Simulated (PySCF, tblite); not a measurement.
# C5H5F3O: dynamics, then NMR shifts on frames, part 1 of 2

How do NMR shifts of C5H5F3O (`FC(F)[C@@H]1OC=C[C@@H]1F`) change as the atoms move?

The runs use tblite 0.8.0 and PySCF 2.14.0, with density-fitted response routines of our own; the level of theory stands in each step. All values are computed, except where a source is named. Atoms count from 0, in the outputs and in this text.

## 1. The molecule as given

14 atoms, charge 0, multiplicity 1; geometry from: GFN2-xTB.

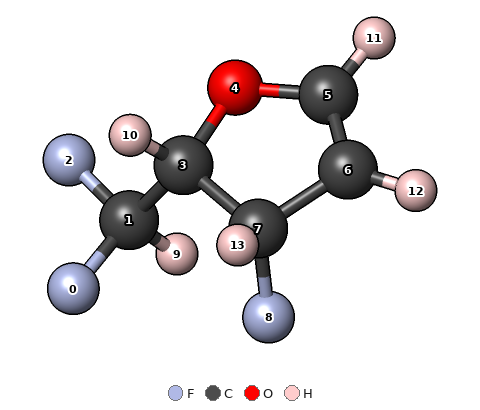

As it starts; fluorine light blue, carbon dark grey, oxygen red, hydrogen pink, atoms numbered.

## 2. Dynamics with GFN2-xTB

Job settings and geometry (Å):

```
{"job": {"kind": "md", "xc": "GFN2-xTB", "basis": "xTB", "temperature": 400, "steps": 2000, "every": 50, "frames": 5}, "charge": 0, "multiplicity": 1}
F      2.359388    -0.909758    -0.791178
C      1.665744    -0.554108     0.311256
F      2.551523     0.031554     1.143689
C      0.564744     0.444164    -0.067206
O     -0.082339     0.907846     1.110798
C     -1.415234     0.713247     0.959458
C     -1.774323     0.145525    -0.184800
C     -0.532984    -0.185841    -0.959476
F     -0.370981    -1.558133    -1.062356
H      1.279902    -1.461195     0.797253
H      1.041481     1.301161    -0.558549
H     -2.015637     1.063457     1.778487
H     -2.756835    -0.122416    -0.510126
H     -0.515128     0.184026    -1.989416
```

Level: GFN2-xTB Langevin dynamics, gas phase.

Started as:

```bash
$ OMP_NUM_THREADS=1 python probes_run.py task.json out
```

The driver reads the jobs from task.json and runs them one after another.

Standard output:

```text
t/fs     T/K      E/eV
    0.0   309.9   -857.12230
   25.0   263.9   -856.76119
   50.0   258.6   -856.68448
   75.0   188.5   -856.66445
  100.0   323.8   -856.81523
  125.0   187.1   -856.61337
  150.0   219.3   -856.67350
  175.0   338.1   -856.59556
  200.0   302.9   -856.67569
  225.0   317.1   -856.56611
  250.0   401.3   -856.64831
  275.0   242.9   -856.33341
  300.0   297.9   -856.57239
  325.0   324.8   -856.65351
  350.0   365.6   -856.64778
  375.0   348.7   -856.60605
  400.0   364.7   -856.56397
  425.0   483.1   -856.65711
  450.0   507.6   -856.52942
  475.0   318.7   -856.41443
  500.0   470.9   -856.54547
  525.0   454.0   -856.25384
  550.0   584.1   -856.50202
  575.0   511.7   -856.22296
  600.0   552.2   -856.22766
  625.0   425.6   -856.15981
  650.0   475.0   -856.43099
  675.0   450.3   -856.49016
  700.0   340.7   -856.03403
  725.0   479.3   -856.36932
  750.0   304.0   -856.37452
  775.0   414.4   -856.64088
  800.0   459.2   -856.54625
  825.0   450.1   -856.50711
  850.0   439.4   -856.39465
  875.0   309.8   -856.45052
  900.0   304.1   -856.51501
  925.0   286.2   -856.48142
  950.0   339.4   -856.63812
  975.0   401.3   -856.41021
 1000.0   360.6   -856.30012
```

It took 11 s on 1 thread of Arm Neoverse V1, shared host; peak memory 0.19 GiB.

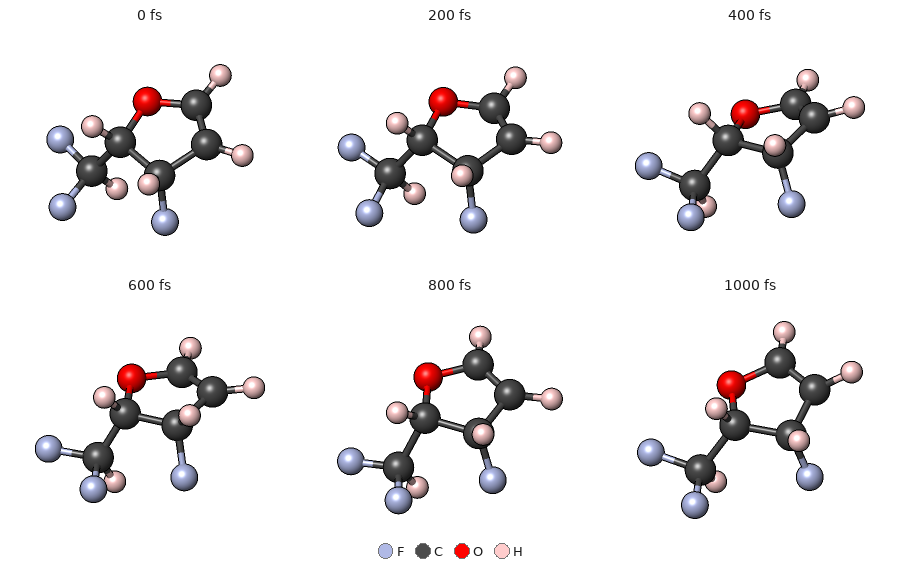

Frames of the run.

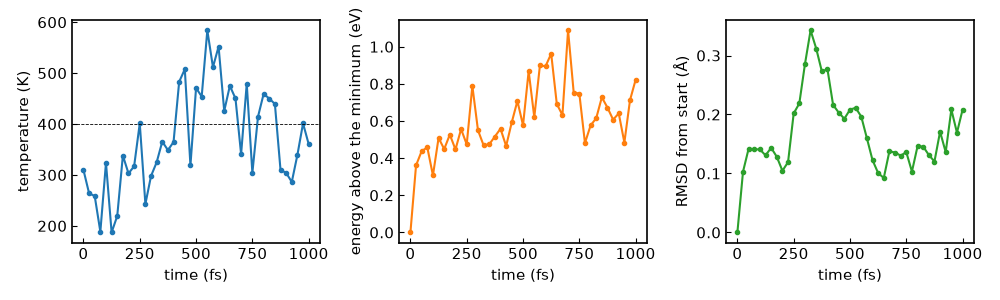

Temperature, potential energy and distance from the start.

Positions (Å) and forces (eV/Å) at 1000 fs:

```xyz
14

F     1.849   -1.361   -1.124   -0.015   -0.412   -0.255
C     1.858   -1.055    0.160    0.174    1.892    1.224
F     3.144   -0.504    0.422   -1.794   -0.412   -0.400
C     0.704    0.004    0.480    1.867   -0.280    0.774
O     0.940    0.457    1.822   -1.511   -0.185    1.152
C    -0.326    0.606    2.446    2.041   -0.571   -0.164
C    -1.294    0.091    1.714   -3.092    2.006   -1.072
C    -0.752   -0.460    0.411   -0.309    0.139   -0.072
F    -0.915   -1.838    0.494    0.294    0.201   -0.503
H     1.763   -1.873    0.871    0.004   -0.558   -0.312
H     0.895    0.902   -0.098   -0.135    0.068   -0.739
H    -0.324    0.916    3.490    0.155    0.125   -0.700
H    -2.404    0.480    1.754    2.198   -1.508    0.299
H    -1.226   -0.099   -0.540    0.123   -0.504    0.768
```

## 3. Nuclear shieldings: 250 fs, PBE0/pcSseg-1

Job settings and geometry (Å):

```
{"job": {"kind": "nmr", "xc": "PBE0", "basis": "pcSseg-1", "pop": false}, "charge": 0, "multiplicity": 1}
F      1.927100    -1.277600    -1.218700
C      1.545200    -0.824400     0.005600
F      2.609000    -0.201700     0.567100
C      0.343800     0.095800     0.112400
O     -0.050000     0.248600     1.490900
C     -1.449000     0.247700     1.416900
C     -1.955600    -0.088800     0.246500
C     -0.861500    -0.399900    -0.682800
F     -0.665800    -1.733600    -0.969000
H      1.334500    -1.695300     0.591000
H      0.451700     1.136300    -0.284600
H     -1.886500     0.624200     2.320400
H     -2.930500    -0.131700    -0.159100
H     -0.965100     0.078200    -1.681000
```

Method: GIAO PBE0/pcSseg-1 NMR shielding, non-relativistic, gas phase.

Standard output:

```text
coarse grid: 12880 points
cycle   1  E = -567.3770332362  dE =  1.556e+00  |g| = 9.062e-01  |ddm| = 3.381e+00
cycle   2  E = -567.2302216945  dE =  1.468e-01  |g| = 1.344e+00  |ddm| = 1.403e+00
cycle   3  E = -567.5125927479  dE = -2.824e-01  |g| = 9.776e-02  |ddm| = 8.932e-01
cycle   4  E = -567.5135634725  dE = -9.707e-04  |g| = 6.851e-02  |ddm| = 1.088e-01
cycle   5  E = -567.5145422145  dE = -9.787e-04  |g| = 1.593e-02  |ddm| = 6.073e-02
cycle   6  E = -567.5145934140  dE = -5.120e-05  |g| = 4.460e-03  |ddm| = 1.722e-02
cycle   7  E = -567.5145978035  dE = -4.390e-06  |g| = 5.816e-04  |ddm| = 3.964e-03
final grid: 128920 points
cycle   8  E = -567.5997197398  dE = -4.594e-05  |g| = 1.215e-02  |ddm| = 3.437e-02
cycle   9  E = -567.5996765614  dE =  4.318e-05  |g| = 1.993e-02  |ddm| = 1.971e-02
cycle  10  E = -567.5997466837  dE = -7.012e-05  |g| = 1.813e-03  |ddm| = 1.245e-02
cycle  11  E = -567.5997474032  dE = -7.195e-07  |g| = 5.411e-04  |ddm| = 1.913e-03
cycle  12  E = -567.5997474596  dE = -5.636e-08  |g| = 1.584e-04  |ddm| = 5.296e-04
cycle  13  E = -567.5997474645  dE = -4.901e-09  |g| = 2.737e-05  |ddm| = 1.426e-04
cycle  14  E = -567.5997474646  dE = -1.378e-10  |g| = 1.128e-05  |ddm| = 3.188e-05
converged SCF energy = -567.5997474646

GIAO shielding tensors (ppm)
atom      isotropic    diamagn.    paramagn.     s11        s22        s33       span
  0 F      317.295     470.835    -153.540    203.849    342.816    405.220    201.372
  1 C       66.235     236.371    -170.137     44.601     68.117     85.985     41.384
  2 F      316.860     470.437    -153.578    211.801    337.608    401.170    189.370
  3 C       98.748     250.865    -152.117     68.837     98.381    129.026     60.190
  4 O      167.191     396.172    -228.981     80.635    158.996    261.942    181.307
  5 C       23.394     248.602    -225.208    -64.997     46.460     88.720    153.717
  6 C       83.849     258.621    -174.772     -5.974    102.072    155.451    161.424
  7 C       89.696     243.915    -154.218     59.038     83.783    126.268     67.230
  8 F      365.849     474.136    -108.287    324.678    367.840    405.028     80.351
  9 H       25.827      28.354      -2.527     24.999     25.757     26.725      1.726
 10 H       26.978      30.393      -3.415     23.274     26.590     31.070      7.796
 11 H       24.993      28.598      -3.604     22.527     25.510     26.943      4.417
 12 H       26.394      31.092      -4.697     24.634     26.690     27.858      3.223
 13 H       25.760      30.200      -4.440     22.425     25.372     29.482      7.057
```

Run time: 28 s. Hardware: 1 thread of Arm Neoverse V1, shared host; peak memory 0.84 GiB.

Shifts follow as δ = σ(reference) − σ, with reference shieldings (ppm) from runs at the same level and on the same kind of geometry: ¹H TMS 31.72, ¹³C TMS 186.9, ¹⁹F CFCl3 170.9, ¹⁷O H2O 336.1. The references are single molecules in the gas phase, so shifts against H2O, NH3, PH3, H3PO4 or CFCl3 are not on the usual liquid scales and can be off by tens of ppm. Each atom is listed at this fixed geometry, with no averaging over motion; a spectrum would average atoms that exchange fast.

```tsv
atoms	environment	σ (ppm)	δ (ppm)
C5	alkene carbon bearing oxygen	23.4	163.5
C1	sp3 CH bonded to 2 F	66.2	120.7
C6	β carbon of an enol-ether or enamine type C=C	83.8	103.1
C7	allylic sp3 CH bonded to F	89.7	97.2
C3	sp3 CH bonded to O	98.7	88.2
H11	hydrogen on an alkene carbon bearing oxygen	24.99	6.72
H13	hydrogen on an allylic sp3 CH bonded to F	25.76	5.96
H9	hydrogen on an sp3 CH bonded to 2 F	25.83	5.89
H12	hydrogen on a β carbon of an enol-ether or enamine type C=C	26.39	5.32
H10	hydrogen on an sp3 CH bonded to O	26.98	4.74
F2	fluorine of a CF2 group	316.9	-145.9
F0	fluorine of a CF2 group	317.3	-146.3
F8	fluorine on an sp3 carbon	365.8	-194.9
O4	ether oxygen	167.2	168.9
```

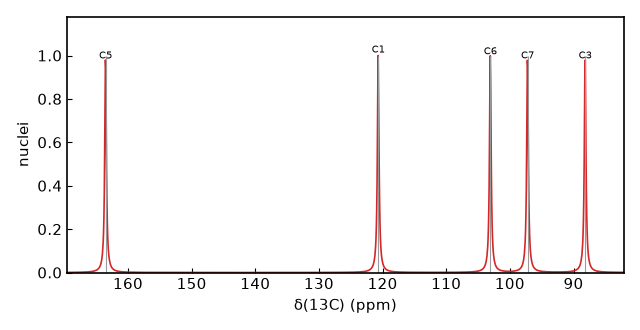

¹³C lines at the computed shifts, without couplings. Lines are broadened to a width of 0.30 ppm (Lorentzian).

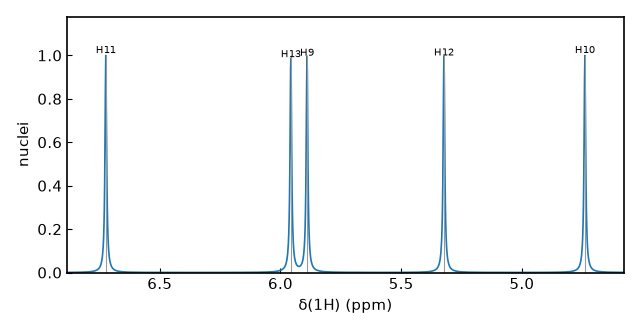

¹H lines at the computed shifts, without couplings. Lines are broadened to a width of 0.01 ppm (Lorentzian).

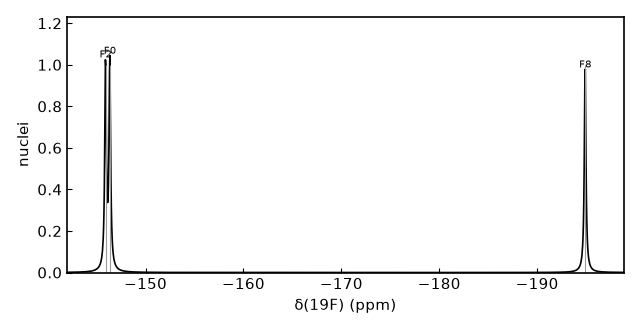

¹⁹F lines at the computed shifts, without couplings. Lines are broadened to a width of 0.20 ppm (Lorentzian).

Ring of atoms C3, O4, C5, C6, C7: NICS(0) -5.1, NICS(1) -3.7, NICS(1)zz -4.7 ppm (means of both faces; NICS(1) differs between them: -4.9 and -2.5).

The fields below are evaluated on a grid from the run's orbitals.

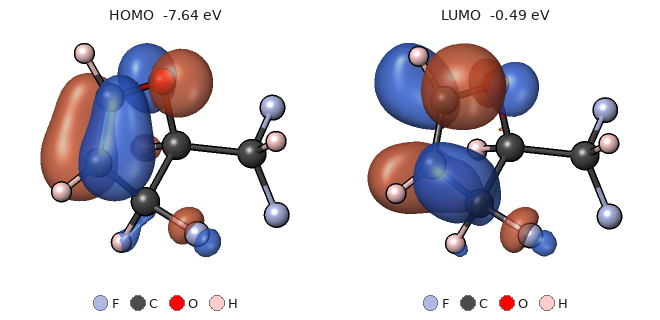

PBE0/pcSseg-1 orbitals near the gap, drawn at the value that encloses 70 % of each; the two colours are the two signs.

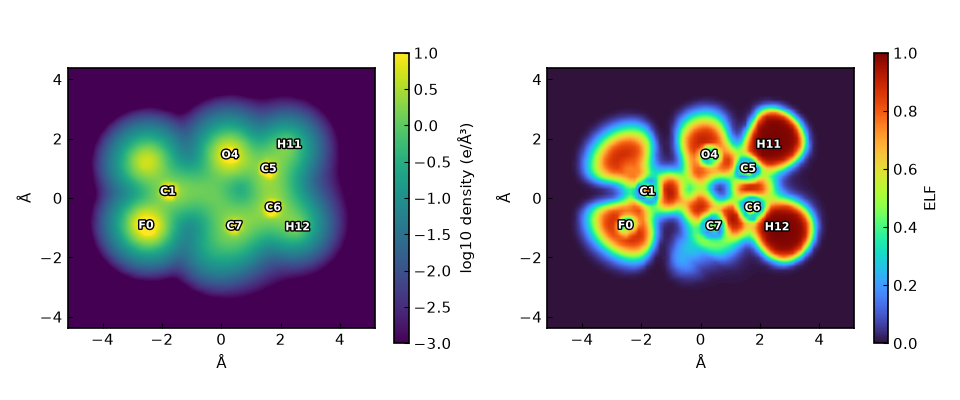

Density (left) and ELF (right) in a plane through or near 8 of the atoms.

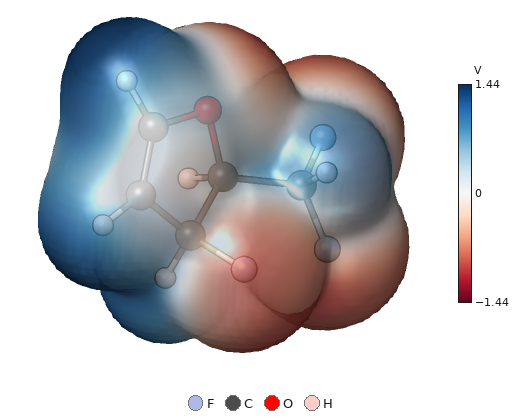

The potential that a unit positive charge feels on the 0.002 e/bohr³ surface, from the 1st to the 99th percentile, from -1.03 V near F8 to 1.44 V near H11.

## 4. Nuclear shieldings: 425 fs, PBE0/pcSseg-1

Job settings and geometry (Å):

```
{"job": {"kind": "nmr", "xc": "PBE0", "basis": "pcSseg-1", "pop": false}, "charge": 0, "multiplicity": 1}
F      1.555200    -1.181100    -1.523300
C      1.642600    -0.969800    -0.187700
F      2.966100    -0.522200     0.008300
C      0.595400     0.051700     0.269100
O      0.462300    -0.156400     1.703700
C     -0.864300    -0.202800     2.046800
C     -1.670200    -0.207900     0.942200
C     -0.875800    -0.190700    -0.269800
F     -1.107100    -1.410000    -0.903100
H      1.645700    -1.941000     0.327300
H      1.026600     1.075200     0.127200
H     -1.089000    -0.218000     3.135500
H     -2.715700    -0.377000     1.019400
H     -1.215700     0.533700    -1.040100
```

With the program's defaults for keys left out, this is: GIAO PBE0/pcSseg-1 NMR shielding, non-relativistic, gas phase.

Standard output:

```text
coarse grid: 12880 points
cycle   1  E = -567.3556510681  dE =  1.344e+00  |g| = 9.589e-01  |ddm| = 3.318e+00
cycle   2  E = -567.1581839629  dE =  1.975e-01  |g| = 1.488e+00  |ddm| = 1.569e+00
cycle   3  E = -567.5128435170  dE = -3.547e-01  |g| = 7.973e-02  |ddm| = 1.025e+00
cycle   4  E = -567.5135579372  dE = -7.144e-04  |g| = 5.300e-02  |ddm| = 9.133e-02
cycle   5  E = -567.5140974690  dE = -5.395e-04  |g| = 1.712e-02  |ddm| = 4.868e-02
cycle   6  E = -567.5141570936  dE = -5.962e-05  |g| = 6.143e-03  |ddm| = 1.851e-02
cycle   7  E = -567.5141650651  dE = -7.972e-06  |g| = 1.333e-03  |ddm| = 5.254e-03
final grid: 128920 points
cycle   8  E = -567.5995084720  dE = -4.169e-05  |g| = 1.222e-02  |ddm| = 2.739e-02
cycle   9  E = -567.5994660073  dE =  4.246e-05  |g| = 2.005e-02  |ddm| = 1.981e-02
cycle  10  E = -567.5995351178  dE = -6.911e-05  |g| = 1.718e-03  |ddm| = 1.237e-02
cycle  11  E = -567.5995357654  dE = -6.476e-07  |g| = 6.309e-04  |ddm| = 1.892e-03
cycle  12  E = -567.5995358476  dE = -8.214e-08  |g| = 1.528e-04  |ddm| = 5.986e-04
cycle  13  E = -567.5995358521  dE = -4.503e-09  |g| = 2.968e-05  |ddm| = 1.396e-04
cycle  14  E = -567.5995358522  dE = -1.469e-10  |g| = 1.295e-05  |ddm| = 3.227e-05
converged SCF energy = -567.5995358522

GIAO shielding tensors (ppm)
atom      isotropic    diamagn.    paramagn.     s11        s22        s33       span
  0 F      302.723     472.008    -169.285    191.103    320.142    396.925    205.823
  1 C       56.700     235.847    -179.147     38.500     60.544     71.056     32.556
  2 F      278.792     470.715    -191.922    153.955    324.297    358.125    204.170
  3 C       95.120     248.942    -153.822     72.175     89.603    123.582     51.407
  4 O      165.170     395.809    -230.639     91.069    144.255    260.186    169.117
  5 C       15.200     252.991    -237.791    -90.264     48.288     87.574    177.838
  6 C       74.792     256.550    -181.758    -30.032    108.114    146.295    176.327
  7 C       88.105     237.297    -149.192     57.583     81.307    125.424     67.841
  8 F      354.858     473.925    -119.067    294.454    367.963    402.157    107.703
  9 H       25.039      27.007      -1.968     23.343     25.055     26.719      3.375
 10 H       26.336      29.140      -2.804     23.833     25.444     29.730      5.897
 11 H       23.778      27.566      -3.788     21.941     23.977     25.417      3.476
 12 H       26.194      30.638      -4.444     24.489     25.799     28.295      3.806
 13 H       25.033      28.550      -3.516     21.594     24.619     28.887      7.294
```

Wall time 21 s (1 thread of Arm Neoverse V1, shared host); peak memory 0.83 GiB.

Key values: δ C5 171.7, C1 130.2, C6 112.1, C7 98.8, H11 7.94, H13 6.68 ppm.

## 5. NMR shieldings: 625 fs, PBE0/pcSseg-1

Job settings and geometry (Å):

```
{"job": {"kind": "nmr", "xc": "PBE0", "basis": "pcSseg-1", "pop": false}, "charge": 0, "multiplicity": 1}
F      1.616200    -1.023100    -1.538400
C      1.599000    -0.968800    -0.092100
F      2.929900    -0.579200     0.209000
C      0.697600     0.194200     0.336300
O      0.758700     0.297400     1.797700
C     -0.474300     0.192800     2.283300
C     -1.461700    -0.133200     1.335900
C     -0.766000    -0.170000    -0.057300
F     -0.871600    -1.456600    -0.464600
H      1.340200    -1.924200     0.318800
H      1.131200     1.041100    -0.145100
H     -0.625900     0.344900     3.267900
H     -2.417700    -0.353500     1.616100
H     -1.383200     0.498800    -0.791900
```

Level: GIAO PBE0/pcSseg-1 NMR shielding, non-relativistic, gas phase.

Standard output:

```text
coarse grid: 12880 points
cycle   1  E = -567.3334353722  dE =  1.294e+00  |g| = 9.510e-01  |ddm| = 3.317e+00
cycle   2  E = -567.1194642556  dE =  2.140e-01  |g| = 1.515e+00  |ddm| = 1.438e+00
cycle   3  E = -567.4893569624  dE = -3.699e-01  |g| = 8.014e-02  |ddm| = 9.263e-01
cycle   4  E = -567.4899707428  dE = -6.138e-04  |g| = 5.583e-02  |ddm| = 8.911e-02
cycle   5  E = -567.4905684110  dE = -5.977e-04  |g| = 1.785e-02  |ddm| = 5.033e-02
cycle   6  E = -567.4906364221  dE = -6.801e-05  |g| = 7.262e-03  |ddm| = 1.976e-02
cycle   7  E = -567.4906470242  dE = -1.060e-05  |g| = 1.447e-03  |ddm| = 5.619e-03
cycle   8  E = -567.4906474098  dE = -3.856e-07  |g| = 2.817e-04  |ddm| = 1.002e-03
final grid: 128920 points
cycle   9  E = -567.5763757746  dE = -4.707e-05  |g| = 1.272e-02  |ddm| = 3.288e-02
cycle  10  E = -567.5763280280  dE =  4.775e-05  |g| = 2.091e-02  |ddm| = 2.010e-02
cycle  11  E = -567.5764051650  dE = -7.714e-05  |g| = 2.227e-03  |ddm| = 1.294e-02
cycle  12  E = -567.5764062799  dE = -1.115e-06  |g| = 7.590e-04  |ddm| = 2.365e-03
cycle  13  E = -567.5764064065  dE = -1.265e-07  |g| = 1.722e-04  |ddm| = 6.941e-04
cycle  14  E = -567.5764064121  dE = -5.660e-09  |g| = 2.881e-05  |ddm| = 1.363e-04
cycle  15  E = -567.5764064122  dE = -1.235e-10  |g| = 1.530e-05  |ddm| = 2.713e-05
converged SCF energy = -567.5764064122

GIAO shielding tensors (ppm)
atom      isotropic    diamagn.    paramagn.     s11        s22        s33       span
  0 F      267.214     473.608    -206.394    111.660    330.192    359.791    248.132
  1 C       49.716     242.158    -192.442     29.285     44.999     74.863     45.578
  2 F      279.544     470.381    -190.837    142.808    340.590    355.235    212.427
  3 C       95.694     248.691    -152.997     65.849     91.205    130.028     64.179
  4 O      174.540     394.347    -219.807    103.824    158.577    261.219    157.395
  5 C       15.884     251.195    -235.310   -108.082     52.520    103.215    211.297
  6 C       61.138     256.785    -195.647    -53.935    104.240    133.108    187.042
  7 C       88.631     237.590    -148.959     60.868     77.672    127.354     66.486
  8 F      367.953     474.483    -106.530    339.669    377.824    386.367     46.698
  9 H       25.257      27.950      -2.693     23.508     25.654     26.608      3.100
 10 H       27.238      30.728      -3.491     25.234     26.686     29.794      4.560
 11 H       25.217      30.901      -5.685     22.883     25.053     27.713      4.830
 12 H       25.982      32.865      -6.884     23.601     26.267     28.077      4.477
 13 H       23.946      27.044      -3.098     20.952     22.895     27.991      7.040
```

Run time: 21 s. Hardware: 1 thread of Arm Neoverse V1, shared host; peak memory 0.83 GiB.

Key values: δ C5 171.0, C1 137.2, C6 125.8, C7 98.3, H13 7.77, H11 6.50 ppm.

(Continued in part 2 of 2.)
